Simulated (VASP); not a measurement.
Band structure of CoS (relaxed from the CsCl type structure, space group Pm-3m). Method: PBEsol GGA, VASP's PBE PAW potentials (set 64) (plane waves; VASP).

The moments were started parallel, and other spin orders were not tried in this run.

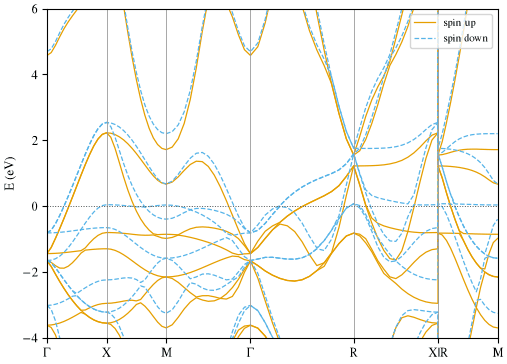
*Bands along high-symmetry lines, zero at the valence-band maximum or, without a gap, the Fermi level*

Read the plot: is there a gap, and where are the band edges?

It has no gap at this level: it comes out as a metal or semimetal. (Edges off the drawn lines would not show.)

The structure was generated: CoS was put into the CsCl type type (Pm-3m), which need not be its known phase. It was relaxed first, which changed the volume by -16 %.
